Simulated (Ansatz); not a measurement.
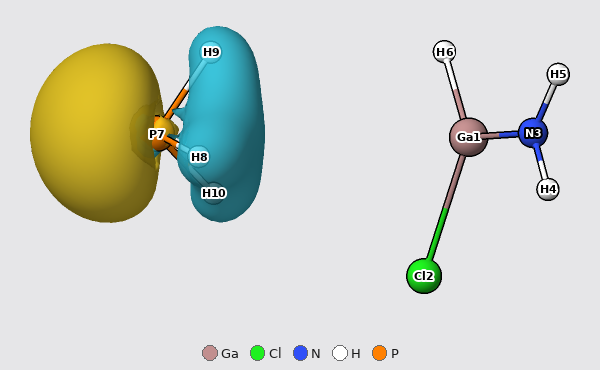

ClGaH₃N···PH₃. The HOMO at ±0.15 Å⁻³ᐟ² (yellow and cyan are the two phases), seen from one side.

These are results of Ansatz 0.2.0, RHF/def2-SVP, not measurements.

```yaml
atoms:
  - { symbol: Ga, position_ang: [0.1540, -0.4015, -0.3480] }
  - { symbol: Cl, position_ang: [-0.0254, -1.0887, 1.7037] }
  - { symbol: N, position_ang: [1.8081, -0.5249, -1.0520] }
  - { symbol: H, position_ang: [2.5996, -0.8820, -0.5538] }
  - { symbol: H, position_ang: [2.0510, -0.2508, -1.9833] }
  - { symbol: H, position_ang: [-1.1019, 0.1375, -1.0848] }
  - { symbol: P, position_ang: [0.0193, 3.5724, 1.9681] }
  - { symbol: H, position_ang: [1.4097, 3.3942, 1.7907] }
  - { symbol: H, position_ang: [-0.3060, 3.4437, 0.5978] }
  - { symbol: H, position_ang: [-0.2466, 2.2255, 2.2970] }
```

Question: What is the character of this orbital?

Answer: Its weight (Hirshfeld) is mainly on P7 (about 80 %); largely a lone pair of P7. Its energy is −10.40 eV.
